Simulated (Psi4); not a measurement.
**[BGeH4]− (SMILES [BH2][GeH2-]): an attempt with Psi4**

Wanted: a geometry optimisation of [BGeH4]−.

Program for the calculation: Psi4 1.11.

1 further run of the same task is left out (set aside as unsound or not needed).

## Step 1: The molecule

[BGeH4]− has 6 atoms, charge -1, and is taken as a singlet. As SMILES, `[BH2][GeH2-]`. The shape comes from GFN2-xTB, which is rough for such elements, and wasn't checked as a minimum. The run starts from this shape.

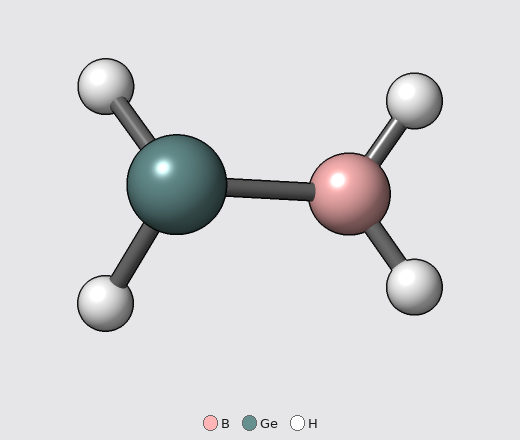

Viewed from a chosen angle; boron pink, germanium teal, hydrogen white.

## Step 2: The job

File run.py:

```python
import psi4

psi4.set_memory(1600000000)
psi4.set_num_threads(1)
psi4.core.set_output_file('bgeh4.out', False)

geom = psi4.geometry("""
-1 1
B     -0.10414281    -1.75852244     0.11306231
Ge     0.82533788     1.79792323     0.66166871
H     -1.45210335    -2.87924342     1.55991222
H      1.28123431    -3.20274563    -0.96540439
H      1.31625094     2.83045069    -2.15517595
H     -1.86657698     3.21213757     0.78595599
units au
""")

psi4.set_options({
    'scf_type': 'mem_df',
    'geom_maxiter': 2,
    'g_convergence': 'qchem',
})

energy_value, wavefunction = psi4.optimize("wb97x-3c", return_wfn=True)
print(f'wb97x-3c energy: {energy_value:.10f} Eh')
geom.save_xyz_file('final.xyz', False)
```

Command:

```
$ python run.py
```

bgeh4.out:

```text
gradient() will perform analytic gradient computation.

   => Loading Basis Set <=

    Name: VDZP
    Role: ORBITAL
    Keyword: BASIS

    !!!  WARNING: ECP capability is in beta. Please check occupations closely.  !!!

   => WB97X3C: Empirical Dispersion <=

        a1 =       0.246400
        a2 =       4.737000
       alp =      16.000000
        s6 =       1.000000
        s8 =       0.000000
        s9 =       1.000000
        ga =       3.000000
        gc =       2.000000
        wf =       6.000000

         ---------------------------------------------------------
                                   SCF
                              RKS Reference
                        1 Threads,   1525 MiB Core
         ---------------------------------------------------------

  ==> Geometry <==

    Molecular point group: c1
    Full point group: C1

    Geometry (in Bohr), charge = -1, multiplicity = 1:

       Center              X                  Y                   Z               Mass
    ------------   -----------------  -----------------  -----------------  -----------------
         B           -0.768884090232    -3.034404947208    -0.441954594396    11.009305360000
         GE           0.160596599768     0.522040722792     0.106651805604    73.921177761000
         H           -2.116844630232    -4.155125927208     1.004895315604     1.007825032230
[... 142 lines left out ...]
                           Total Energy        Delta E     RMS |[F,P]|
[... 6 lines left out ...]
   @DF-RKS iter   5:    -9.02276401938230   -1.25142e-04   5.29916e-05 DIIS
[... 5 lines left out ...]
   @DF-RKS iter  11:    -9.02279294568651   -1.65738e-10   2.85098e-08 DIIS
[... 36 lines left out ...]
    One-Electron Energy =                 -38.3905501048582067
[... 19 lines left out ...]
 Dipole X            :          5.2833037           -5.0444261            0.2388776
[... 168 lines left out ...]
	   Step    Total Energy     Delta E     Max Force     RMS Force      Max Disp      RMS Disp   ~
[... 223 lines left out ...]
   @DF-RKS iter   0:    -9.01976635244059   -9.01977e+00   2.12549e-03
[... 5 lines left out ...]
   @DF-RKS iter   6:    -9.02707926471837   -5.12680e-08   8.64126e-07 DIIS
[... 28 lines left out ...]
    Final Occupation by Irrep:
[... 13 lines left out ...]
    Empirical Dispersion Energy =          -0.0048716368256697
[... 128 lines left out ...]
    Weights Tolerance      =       1.00E-15
[... 49 lines left out ...]
	                                 ==> Convergence Check <==

	Measures of convergence in internal coordinates in au.

	Criteria marked as inactive (o), active & met (*), and active & unmet ( ).

	----------------------------------------------------------------------------------------------
	   Step    Total Energy     Delta E     Max Force     RMS Force      Max Disp      RMS Disp
	----------------------------------------------------------------------------------------------
	  Convergence Criteria     1.00e-06 *    3.00e-04 *             o    1.20e-03 *             o
	----------------------------------------------------------------------------------------------
	     2      -9.02707927   -4.29e-03      4.66e-03      2.70e-03 o    1.12e-01      4.69e-02 o  ~
	----------------------------------------------------------------------------------------------

Next Geometry in Ang
	Fragment 1 (Ang)

	    B  -0.3609018239  -1.6922135707  -0.1729536437
	   Ge   0.0392700392   0.2840984418   0.0060909505
	    H  -1.1222033210  -2.2747719308   0.5872768522
	    H   0.3713779414  -2.4515041309  -0.7927223150
	    H   0.4546128863   0.8285325056  -1.4315535102
	    H  -1.3428694978   1.0418986096   0.2299543082

    Structure for next step:
    Molecular point group: c1
    Full point group: C1

    Geometry (in Bohr), charge = -1, multiplicity = 1:

    B           -0.624178538630    -3.187042077518    -0.265830034958
    GE           0.132036685642     0.547646364584     0.072515212281
    H           -2.062829867016    -4.287917830108     1.170797394444
    H            0.759629665025    -4.621893285926    -1.437023084843
    H            0.916920914857     1.576477638552    -2.644239084306
    H           -2.479828506366     1.979681139564     0.495555647784

PsiException: Could not converge geometry optimization in 2 iterations.
```

The script printed:

```text
Some dependencies such as QCElemental have not yet finished migration to pydantic v2. If issues are encountered please downgrade pydantic or upgrade QCElemental as appropriate
Traceback (most recent call last):
  File "run.py", line 24, in <module>
    energy_value, wavefunction = psi4.optimize("wb97x-3c", return_wfn=True)
psi4.driver.p4util.exceptions.OptimizationConvergenceError: Could not converge geometry optimization in 2 iterations.
```

Wall time 12 s (1 thread of Intel Xeon Platinum 8488C (Sapphire Rapids), shared host); peak memory 0.45 GiB.

## Step 3: Diagnosis

The iterations ended before the threshold was met.

The log says `psi4.driver.p4util.exceptions.OptimizationConvergenceError: Could not converge geometry optimization in 2 iterations.`. Cause: few geometry steps.
